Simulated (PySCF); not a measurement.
# HCN (hydrogen cyanide) at 5 levels

Wanted: a comparison of 5 runs (HF/3-21G, HF/def2-SVP, PBE0/6-31G, B3LYP/6-31G*, MP2/6-31G**) of HCN (hydrogen cyanide). The job is set up through a Python script.

Program for the calculation: PySCF 2.14.0.

## Step 1: The system as given

HCN: 3 atoms, total charge 0, spin state singlet. SMILES: `C#N`. Geometry: relaxed at PBE0-D4/def2-TZVP.

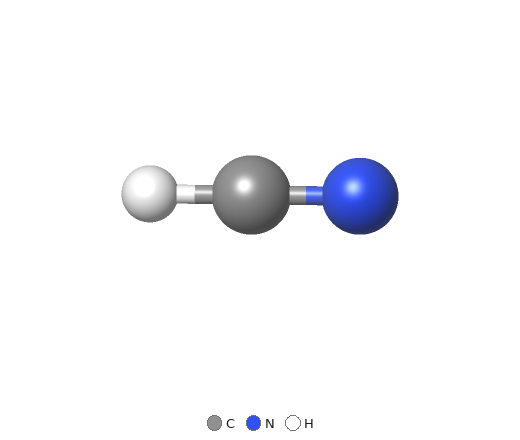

The structure, seen from a chosen angle (carbon grey, nitrogen blue, hydrogen white).

## Step 2: Energy and gradient at HF/3-21G (run 1)

The input, geometry.xyz:

```xyz
3
CHN
C     -0.005600    -0.024400    -0.005600
N      0.252000     1.061000     0.255200
H     -0.246400    -1.036600    -0.249500
```

The input, calc.py:

```python
from pyscf import gto

mol = gto.M(
    atom='geometry.xyz',
    max_memory=1860,
    basis='3-21g',
    verbose=4,
    spin=0,
)

myscf = mol.RHF()
myscf.conv_tol = 1e-10
myscf.kernel()
if not myscf.converged:
    myscf = myscf.newton().run(myscf.mo_coeff, myscf.mo_occ)

e_final = myscf.e_tot
print('Final energy', e_final)
grad = myscf.nuc_grad_method().kernel()
myscf.analyze()
```

The run is started by

```console
$ OMP_NUM_THREADS=1 python calc.py
```

Log:

```text
PySCF version 2.14.0

[INPUT] num. atoms = 3
[INPUT] num. electrons = 14
[INPUT] charge = 0
[INPUT] spin (= nelec alpha-beta = 2S) = 0
[INPUT] symmetry False subgroup None
[INPUT] Mole.unit = angstrom
[INPUT] Symbol           X                Y                Z      unit          X                Y                Z       unit  Magmom
[INPUT]  1 C     -0.005600000000  -0.024400000000  -0.005600000000 AA   -0.010582466298  -0.046109317439  -0.010582466298 Bohr   0.0
[INPUT]  2 N      0.252000000000   1.061000000000   0.255200000000 AA    0.476210983390   2.004999418164   0.482258106989 Bohr   0.0
[INPUT]  3 H     -0.246400000000  -1.036600000000  -0.249500000000 AA   -0.465628517093  -1.958890100724  -0.471486668079 Bohr   0.0

[... 57 lines left out ...]
Nuclear Repulsion Energy =              24.044168585401561
[... 3 lines left out ...]
DFT Exchange-Correlation Energy =      -11.996179283740240
[... 5 lines left out ...]
MO #4   energy= -0.79657148778272  occ= 2
[... 3 lines left out ...]
MO #8   energy= 0.210725132051365  occ= 0
[... 3 lines left out ...]
MO #12  energy= 0.945731180411534  occ= 0
[... 3 lines left out ...]
MO #16  energy= 1.45691864169367   occ= 0
[... 3 lines left out ...]
MO #20  energy= 3.00576303646729   occ= 0
[... 26 lines left out ...]
Dipole moment(X, Y, Z, Debye): -0.69125, -2.90896, -0.70000
```

Run time: 3.3 s. Hardware: 1 thread of Intel Xeon at 2.50GHz (Skylake/Cascade Lake), shared host; peak memory 0.12 GiB.

## Step 3: Energy and gradient at HF/def2-SVP (run 2)

The input, calc.py:

```python
import pyscf.grad
from pyscf import gto, scf

mol = gto.M(
    atom=[
    ('C', (-0.005600, -0.024400, -0.005600)),
    ('N', (0.252000, 1.061000, 0.255200)),
    ('H', (-0.246400, -1.036600, -0.249500)),
],
    max_memory=1860,
    verbose=3,
    basis='def2-svp',
    charge=0,
)

myscf = scf.RHF(mol)
myscf.conv_tol = 1e-10
myscf.kernel()
if not myscf.converged:
    myscf = myscf.newton().run(myscf.mo_coeff, myscf.mo_occ)

etot = myscf.e_tot
print(f'total energy: {etot:.8f} hartree')
grad = myscf.Gradients().kernel()
dip = myscf.dip_moment()
pop, q = myscf.mulliken_pop()
```

The run is started by

```console
$ OMP_NUM_THREADS=1 python calc.py
```

Log:

```text
converged SCF energy = -92.8008092279604
total energy: -92.80080923 hartree
--------------- RHF gradients ---------------
         x                y                z
0 C    -0.0094653726    -0.0400611676    -0.0095749038
1 N     0.0093669479     0.0395545750     0.0094793952
2 H     0.0000984247     0.0005065926     0.0000955086
----------------------------------------------
Dipole moment(X, Y, Z, Debye): -0.71857, -3.02463, -0.72764
 ** Mulliken pop  **
pop of  0 C 1s            1.99023
pop of  0 C 2s            0.89678
pop of  0 C 3s            0.27203
pop of  0 C 2px           0.57951
pop of  0 C 2py           0.79187
pop of  0 C 2pz           0.57983
pop of  0 C 3px           0.34611
pop of  0 C 3py           0.17921
pop of  0 C 3pz           0.34586
pop of  0 C 3dxy          0.01458
pop of  0 C 3dyz          0.01457
pop of  0 C 3dz^2         0.00488
pop of  0 C 3dxz          0.00163
pop of  0 C 3dx2-y2       0.01119
pop of  1 N 1s            1.99140
pop of  1 N 2s            1.06344
pop of  1 N 3s            0.61520
pop of  1 N 2px           0.62186
pop of  1 N 2py           0.90928
pop of  1 N 2pz           0.62230
pop of  1 N 3px           0.43573
pop of  1 N 3py           0.38309
pop of  1 N 3pz           0.43566
pop of  1 N 3dxy          0.01191
pop of  1 N 3dyz          0.01192
pop of  1 N 3dz^2         0.00433
pop of  1 N 3dxz          0.00131
pop of  1 N 3dx2-y2       0.01026
pop of  2 H 1s            0.70969
pop of  2 H 2s            0.11425
pop of  2 H 2px           0.00477
pop of  2 H 2py           0.02054
pop of  2 H 2pz           0.00479
 ** Mulliken atomic charges  **
charge of    0C =     -0.02826
charge of    1N =     -0.11770
charge of    2H =      0.14596
```

Run time: 2.2 s. Hardware: 1 thread of Intel Xeon at 2.50GHz (Skylake/Cascade Lake), shared host; peak memory 0.12 GiB.

Runs 3 to 4 aren't shown in full; the table further down has their settings and results.

## Step 4: Energy and gradient at MP2/6-31G(d,p) (spherical functions) (run 5)

geometry.xyz is that of step 2.

The input, run.py:

```python
# C#N
import pyscf.grad
from pyscf import gto, mp

mol = gto.M(
    atom='geometry.xyz',
    verbose=4,
    max_memory=1860,
    basis='6-31g**',
)

hf = mol.RHF()
hf.conv_tol = 1e-10
hf.kernel()
if not hf.converged:
    hf = hf.newton().run(hf.mo_coeff, hf.mo_occ)

pt = mp.MP2(hf, frozen=2).run()
e_final = pt.e_tot
print(f'total energy: {e_final:.8f} hartree')
grad = pt.Gradients().kernel()
hf.analyze()
```

The run is started by

```console
$ OMP_NUM_THREADS=1 python run.py
```

Log:

```text
PySCF version 2.14.0

[INPUT] num. atoms = 3
[INPUT] num. electrons = 14
[INPUT] charge = 0
[INPUT] spin (= nelec alpha-beta = 2S) = 0
[INPUT] symmetry False subgroup None
[INPUT] Mole.unit = angstrom
[INPUT] Symbol           X                Y                Z      unit          X                Y                Z       unit  Magmom
[INPUT]  1 C     -0.005600000000  -0.024400000000  -0.005600000000 AA   -0.010582466298  -0.046109317439  -0.010582466298 Bohr   0.0
[INPUT]  2 N      0.252000000000   1.061000000000   0.255200000000 AA    0.476210983390   2.004999418164   0.482258106989 Bohr   0.0
[INPUT]  3 H     -0.246400000000  -1.036600000000  -0.249500000000 AA   -0.465628517093  -1.958890100724  -0.471486668079 Bohr   0.0

[... 44 lines left out ...]
converged SCF energy = -92.8761471309199
[... 19 lines left out ...]
Two-electron Energy =                   55.929915123846172
[... 6 lines left out ...]
MO #3   energy= -1.23617580099015  occ= 2
[... 4 lines left out ...]
MO #8   energy= 0.198195294072741  occ= 0
[... 4 lines left out ...]
MO #13  energy= 0.738603518746916  occ= 0
[... 4 lines left out ...]
MO #18  energy= 1.03914459134601   occ= 0
[... 4 lines left out ...]
MO #23  energy= 1.7733494605994    occ= 0
[... 4 lines left out ...]
MO #28  energy= 2.42441053602582   occ= 0
[... 4 lines left out ...]
MO #33  energy= 4.21340414268719   occ= 0
[... 39 lines left out ...]
Dipole moment(X, Y, Z, Debye): -0.72581, -3.05505, -0.73497
```

Wall time 2.7 s (1 thread of Intel Xeon at 2.50GHz (Skylake/Cascade Lake), shared host); peak memory 0.13 GiB.

## Step 5: The series

```
run                               level  integration grid  Cartesian functions  energy (Eh)  dipole moment (D) of the reference  HOMO energy (eV)  LUMO energy (eV)  wall time
  1                            HF/3-21G                 –                   no   -92.353632                                3.07            -13.51              5.73      3.3 s
  2                         HF/def2-SVP                 –                   no   -92.800809                                3.19            -13.60              4.78      2.2 s
  3                          PBE0/6-31G                 5                   no   -93.275155                                2.97            -10.44              0.82      6.9 s
  4  B3LYP/6-31G* (Cartesian functions)                 5                  yes   -93.422305                                2.90             -9.84              0.67       11 s
  5   MP2/6-31G** (spherical functions)                 –                   no   -93.159528                                3.22            -13.41              5.39      2.7 s
```

## Step 6: Results

```
                                          quantity         value
                               run 5: total energy  -93.15953 Eh
       run 5: dipole moment (Hartree–Fock density)        3.22 D
        run 5: HOMO energy (Hartree–Fock orbitals)     -13.41 eV
        run 5: LUMO energy (Hartree–Fock orbitals)       5.39 eV
      run 5: HOMO–LUMO gap (Hartree–Fock orbitals)      18.80 eV
run 5: correlation energy (2 core orbitals frozen)    -283.4 mEh
                   run 5: largest force on an atom    4.110 eV/Å
```

Over runs 1, 2, 3, 4 the dipole moment (its size) runs from 2.90 D (B3LYP/6-31G*) to 3.19 D (HF/def2-SVP). The two ends differ in method and basis. Over runs 1, 2, 3, 4 the HOMO–LUMO gap runs from 10.51 eV (B3LYP/6-31G*) to 19.25 eV (HF/3-21G). Totals of different functionals can't be ranked against each other. All runs together took 27 s, the longest 11 s.
